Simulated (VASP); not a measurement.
Band structure of Nb3TiC4 (ordered alloy cell). These are PBEsol GGA, VASP's PBE PAW potentials (set 64) (plane waves; VASP) values and carry that method's errors.

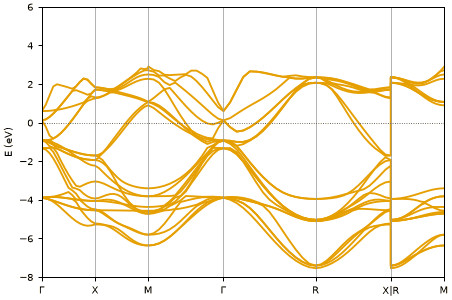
*Bands along high-symmetry lines, zero at the valence-band maximum or, without a gap, the Fermi level*

Problem. Read the plot: is there a gap, and where are the band edges?

Solution. It has no gap at this level: it comes out as a metal or semimetal. (Edges off the drawn lines would not show.)

The structure was generated: Nb3TiC4 was put into an ordered model structure (Pm-3m), which need not be its known phase. It was relaxed first. The electron count is odd and the run is not spin-polarised, which forces a metal.
